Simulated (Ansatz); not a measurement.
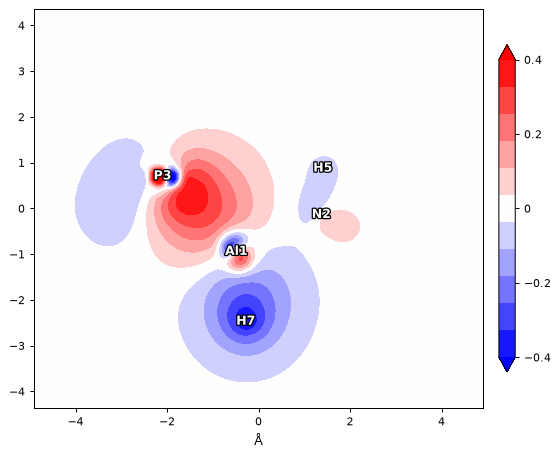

*AlH6NP (charge +1). The HOMO−1 on the plane of atoms N2, Al1 and P3 (values in Å⁻³ᐟ²; the overall sign is arbitrary).*

Geometry: B3LYP-D3(BJ)/6-311G**.

Computed with isolated molecule in a Gaussian basis; Kohn-Sham density functional theory, functional PBE0 (Ansatz).

Input file:

```
crystal:
  periodic: [false, false, false]
  atoms:
    - {symbol: Al, position_ang: [-0.483822, -1.268053, -0.391011]}
    - {symbol: N, position_ang: [-2.237405, -0.852485, -1.322188]}
    - {symbol: P, position_ang: [1.134547, 0.260316, -0.957772]}
    - {symbol: H, position_ang: [-2.624728, -1.674571, -1.794455]}
    - {symbol: H, position_ang: [-2.184307, -0.110994, -2.024189]}
    - {symbol: H, position_ang: [-2.956401, -0.564630, -0.651508]}
    - {symbol: H, position_ang: [-0.815397, -2.415834, 0.614327]}
    - {symbol: H, position_ang: [2.179876, -0.683131, -0.759742]}
    - {symbol: H, position_ang: [0.971302, -0.012983, -2.347335]}
basis:
  gaussian: {orbitals: def2-TZVPD}
hamiltonian: {xc: pbe0}
output: {forces: true, orbitals: {seedname: orbitals}}
total_charge: 1
```

Run with:

```sh
ansatz run input.yaml --threads 2 --pin off --max-ram 4350MiB --events-out events.jsonl --progress --plain --runs-dir runs
```

**Describe this orbital and give its energy.**

It lies mainly on P3 (about 50 %), Al1 (about 20 %), H7 (about 10 %), H9 (about 10 %) and H8 (about 5 %). Its energy is −13.60 eV.
